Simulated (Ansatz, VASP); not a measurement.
## Ba2SO: VASP beside Ansatz

Aim: how closely do two programs agree when they are given the same cell, functional and k mesh? The cell is invented: As first built, before any earlier steps moved the atoms (in the runner's words): it takes the BaO structure with some of its atoms replaced by other elements, volume scaled by an estimate. It may not be a known or stable phase. The cell is taken from a series of VASP runs on this material, whose earlier steps may have relaxed, scaled or displaced it; both programs get it as it stands. Valence electrons are named where the data sets of a main pair hold unlike numbers.

Method: plane waves, with VASP 6.6.1 beside it; band structure at HSE06, in Ansatz 0.2.0.

### 1. The structure

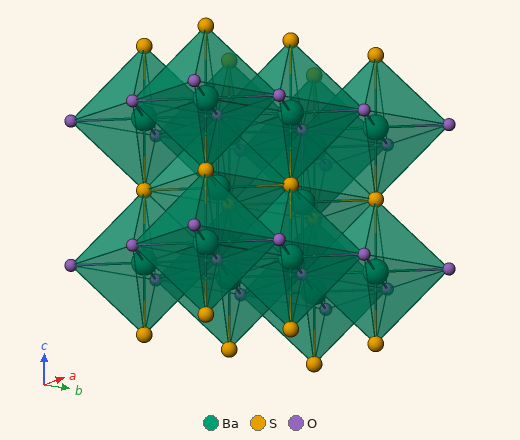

Start, viewed from a free direction; barium teal, sulfur orange, oxygen purple. 1×2×1 cells are drawn. Some periodic images of atoms are drawn too.

Coordinates:

```cif
data_structure
_symmetry_space_group_name_H-M 'P 1'
_symmetry_Int_Tables_number 1
_cell_length_a 4.0318
_cell_length_b 4.0318
_cell_length_c 5.7089
_cell_angle_alpha 90.000
_cell_angle_beta 90.000
_cell_angle_gamma 90.000
_cell_volume 92.80
loop_
_atom_site_label
_atom_site_type_symbol
_atom_site_fract_x
_atom_site_fract_y
_atom_site_fract_z
_atom_site_occupancy
Ba1 Ba 0.50000 0.50000 0.50000 1
Ba2 Ba 0.00000 0.00000 0.00000 1
S3 S 0.00000 0.00000 0.50000 1
O4 O 0.50000 0.50000 0.00000 1
```

### 2. VASP: band structure, HSE06

The same path points are solved in both programs, so levels can be compared one by one.

Lines of VASP's logs that name or quote its potential files are left out, and so is its time.

The run reads the wave functions of an earlier VASP run, which isn't shown here.

Contents of INCAR:

```
SYSTEM = Ba2SO
PREC = Accurate
ENCUT = 520
EDIFF = 1E-06
NELM = 100
ISMEAR = -1
SIGMA = 0.05
LREAL = .FALSE.
ALGO = Normal
LHFCALC = .TRUE.
AEXX = 0.25
GGA = PE
HFSCREEN = 0.2
LASPH = .TRUE.
NBANDS = 22
PRECFOCK = Fast
LORBIT = 11
LWAVE = .FALSE.
LCHARG = .FALSE.
KPAR = 2
```

Contents of POSCAR:

```
Ba2SO
1.0
    4.0317793806      0.0000000000      0.0000000000
    0.0000000000      4.0317793806      0.0000000000
    0.0000000000      0.0000000000      5.7089269196
Ba S O
2 1 1
Direct
    0.5000000000      0.5000000000      0.5000000000
    0.0000000000      0.0000000000      0.0000000000
    0.0000000000      0.0000000000      0.5000000000
    0.5000000000      0.5000000000      0.0000000000
```

Contents of KPOINTS:

```
Automatic mesh
0
Gamma
4 4 3
0 0 0
```

Contents of KPOINTS_OPT:

```
Line mode
6
Line-mode
Reciprocal
  0.00000000   0.00000000   0.00000000 GAMMA
  0.00000000   0.50000000   0.00000000 X

  0.00000000   0.50000000   0.00000000 X
  0.50000000   0.50000000   0.00000000 M

  0.50000000   0.50000000   0.00000000 M
  0.00000000   0.00000000   0.00000000 GAMMA

  0.00000000   0.00000000   0.00000000 GAMMA
  0.00000000   0.00000000   0.50000000 Z

  0.00000000   0.00000000   0.50000000 Z
  0.00000000   0.50000000   0.50000000 R

  0.00000000   0.50000000   0.50000000 R
  0.50000000   0.50000000   0.50000000 A

  0.50000000   0.50000000   0.50000000 A
  0.00000000   0.00000000   0.50000000 Z

  0.00000000   0.50000000   0.00000000 X
  0.00000000   0.50000000   0.50000000 R

  0.50000000   0.50000000   0.00000000 M
  0.50000000   0.50000000   0.50000000 A
```

The projector-augmented-wave data sets are Ba_sv, S and O (PBE family, release 64).

On the command line:

```console
mpirun -np 2 vasp_std
```

Numbers of over 12 decimals in the logs are rounded to 6 here.

Output:

```text
[banner, memory and clock lines left out]
running    2 mpi-ranks, on    1 nodes
 distrk:  each k-point on    1 cores,    2 groups
 distr:  one band on    1 cores,    1 groups

 POSCAR found type information on POSCAR BaS O
 POSCAR found :  3 types and       4 ions
 LDA part: xc-table for (Slater+PW92), standard interpolation
 found WAVECAR, reading the header
 POSCAR, INCAR and KPOINTS ok, starting setup
 FFT: planning ... GRIDC
 FFT: planning ... GRID_SOFT
 FFT: planning ... GRID
 reading WAVECAR
 the WAVECAR file was read successfully
 initial charge from wavefunction
 entering main loop
       N       E                     dE             d eps       ncg     rms          rms(c)
DAV:   1    -0.237483439536E+02   -0.23748E+02   -0.51287E-01   540   0.547E+00    0.130E+00
DAV:   2    -0.237430301393E+02    0.53138E-02   -0.54128E-02   620   0.154E+00    0.724E-01
DAV:   3    -0.237418885152E+02    0.11416E-02   -0.10789E-02   624   0.572E-01    0.493E-01
DAV:   4    -0.237408360207E+02    0.10525E-02   -0.18841E-03   648   0.272E-01    0.293E-01
DAV:   5    -0.237406730244E+02    0.16300E-03   -0.71251E-04   642   0.147E-01    0.167E-01
DAV:   6    -0.237405869936E+02    0.86031E-04   -0.48498E-05   666   0.546E-02    0.102E-01
DAV:   7    -0.237405693387E+02    0.17655E-04   -0.39807E-05   640   0.351E-02    0.583E-02
DAV:   8    -0.237405643960E+02    0.49427E-05   -0.88339E-06   642   0.196E-02    0.295E-02
DAV:   9    -0.237405634650E+02    0.93099E-06   -0.32119E-06   624   0.121E-02
   1 F= -.23740563E+02 E0= -.23740563E+02  d E =-.296485E-10
 Start KPOINTS_OPT (optional k-point list driver)
k-point batch [1-12\54]
       N       E                     dE             ncg
DAV:   1    -0.127555941043E+03   -0.85341E+04      528
DAV:   2    -0.274813321626E+04   -0.26206E+04      704
DAV:   3    -0.306652844869E+04   -0.31840E+03      680
DAV:   4    -0.308135290024E+04   -0.14824E+02      784
DAV:   5    -0.308180751507E+04   -0.45461E+00      718
DAV:   6    -0.308182008152E+04   -0.12566E-01      732
DAV:   7    -0.308182050101E+04   -0.41949E-03      672
DAV:   8    -0.308182051342E+04   -0.12411E-04      450
DAV:   9    -0.308182051388E+04   -0.45869E-06      408
[...]
k-point batch [49-54\54]
       N       E                     dE             ncg
DAV:   1     0.497084924507E+04   -0.69651E+04      264
DAV:   2     0.366679349296E+04   -0.13041E+04      364
DAV:   3     0.350709521042E+04   -0.15970E+03      342
DAV:   4     0.349960808227E+04   -0.74871E+01      380
DAV:   5     0.349942119252E+04   -0.18689E+00      372
DAV:   6     0.349941513787E+04   -0.60546E-02      392
DAV:   7     0.349941497518E+04   -0.16269E-03      324
DAV:   8     0.349941497211E+04   -0.30661E-05      236
DAV:   9     0.349941497200E+04   -0.11087E-06      204
```

Parts of OUTCAR (step 2):

```text
ion  position               nearest neighbor table
   1  0.500  0.500  0.500-   3 2.85   3 2.85   3 2.85   3 2.85   4 2.85   4 2.85   2 4.03   2 4.03
                             2 4.03   2 4.03   2 4.03   2 4.03   2 4.03   2 4.03
   2  0.000  0.000  0.000-   4 2.85   4 2.85   4 2.85   4 2.85   3 2.85   3 2.85   1 4.03   1 4.03
                             1 4.03   1 4.03   1 4.03   1 4.03   1 4.03   1 4.03
   3  0.000  0.000  0.500-   1 2.85   1 2.85   1 2.85   1 2.85   2 2.85   2 2.85
   4  0.500  0.500  0.000-   2 2.85   2 2.85   2 2.85   2 2.85   1 2.85   1 2.85

  LATTYP: Found a simple tetragonal cell.
 ALAT       =     4.0317793806
 C/A-ratio  =     1.4159819724

 Subroutine GETGRP returns: Found 16 space group operations
 (whereof 16 operations were pure point group operations)

The static configuration has the point symmetry D_4h.

 Found     12 irreducible k-points:

   k-points           NKPTS =     12   k-points in BZ     NKDIM =     48   number of bands    NBANDS=     22

   dimension x,y,z NGX =    30 NGY =   30 NGZ =   42
   dimension x,y,z NGXF=    60 NGYF=   60 NGZF=   84

   ENCUT  =  520.0 eV  38.22 Ry    6.18 a.u.   7.50  7.50 10.61*2*pi/ulx,y,z

   NELECT =      32.0000    total number of electrons

 k-points in reciprocal lattice and weights: Automatic mesh
   0.00000000  0.00000000  0.00000000       0.021
   0.25000000  0.00000000  0.00000000       0.083
   0.50000000  0.00000000  0.00000000       0.042
   0.25000000  0.25000000  0.00000000       0.083
   0.50000000  0.25000000  0.00000000       0.083
   0.50000000  0.50000000  0.00000000       0.021
   0.00000000  0.00000000  0.33333333       0.042
   0.25000000  0.00000000  0.33333333       0.167
   0.50000000  0.00000000  0.33333333       0.083
   0.25000000  0.25000000  0.33333333       0.167
   0.50000000  0.25000000  0.33333333       0.167
   0.50000000  0.50000000  0.33333333       0.042

  exchange ACFDT corr.  =         0.00000000  see jH, gK, PRB 81, 115126

 average (electrostatic) potential at core
       1 -31.3756       2 -31.5284       3 -83.2679       4 -63.4231

 E-fermi :   2.9901

 k-point     1 :       0.0000    0.0000    0.0000
  band No.  band energies     occupation
    ...
     12       1.5973      2.00000
     13       1.5973      2.00000
     14       1.7711      2.00000
     15       1.7711      2.00000
     16       1.8179      2.00000
     17       4.1676      0.00000
     18       6.8633      0.00000
     19       6.9710      0.00000
     20       6.9710      0.00000
     21       7.3340      0.00000
    ...

 k-point     2 :       0.2500    0.0000    0.0000
  band No.  band energies     occupation
    ...
     12       0.4625      2.00000
     13       0.9804      2.00000
     14       1.1956      2.00000
     15       1.4291      2.00000
     16       1.6677      2.00000
     17       5.8837      0.00000
     18       6.7403      0.00000
     19       7.4900      0.00000
     20       8.0269      0.00000
     21       8.6060      0.00000
    ...

 k-point     3 :       0.5000    0.0000    0.0000
  band No.  band energies     occupation
    ...
     12      -0.4072      2.00000
     13       0.3943      2.00000
     14       0.7211      2.00000
     15       1.2557      2.00000
     16       1.5251      2.00000
     17       6.9352      0.00000
     18       8.4030      0.00000
     19       8.6145      0.00000
     20       8.6371      0.00000
     21       9.2952      0.00000
    ...

  energy-cutoff  :      520.00
  volume of cell :       92.80
      direct lattice vectors                 reciprocal lattice vectors
     4.031779381  0.000000000  0.000000000     0.248029444  0.000000000  0.000000000
     0.000000000  4.031779381  0.000000000     0.000000000  0.248029444  0.000000000
     0.000000000  0.000000000  5.708926920     0.000000000  0.000000000  0.175164267

 POSITION                                       TOTAL-FORCE (eV/Angst)
 -----------------------------------------------------------------------------------
      2.01589      2.01589      2.85446         0.000000      0.000000      0.000000
      0.00000      0.00000      0.00000         0.000000      0.000000      0.000000
      0.00000      0.00000      2.85446         0.000000      0.000000      0.000000
      2.01589      2.01589      0.00000         0.000000      0.000000      0.000000
 -----------------------------------------------------------------------------------
    total drift:                                0.000000     -0.000000     -0.000000

  FREE ENERGIE OF THE ION-ELECTRON SYSTEM (eV)
  ---------------------------------------------------
  free  energy   TOTEN  =       -23.7405634650 eV

  energy  without entropy=      -23.7405634650  energy(sigma->0) =      -23.74056346

 total charge
# of ion       s       p       d       tot
------------------------------------------
    1        2.030   5.653   0.417   8.100
    2        2.018   5.640   0.332   7.990
    3        1.335   2.601   0.000   3.936
    4        1.559   3.377   0.000   4.936
--------------------------------------------------
tot          6.942  17.271   0.749  24.962

[... 3 further parts left out ...]
```

The k-mesh is coarse for exact exchange; levels may shift by about 0.1 eV on a finer one. Harder data sets than Ba_sv exist (the GW ones), and pressures, volumes and forces can shift noticeably with them.

[end of part 1 of 2]

[Lines on the potential files, build, host, timing and source positions are cut from VASP's logs without a mark.]

[Logs are printed without paths, hosts, clocks, repeated set-up lines and the standing remarks that a program may print on its own settings, such as how far it seeks lower states.]

[Hosts, paths, dates, database ids (printed as entryN), source tags and the programs' standing remarks are cut or masked in the printed files.]
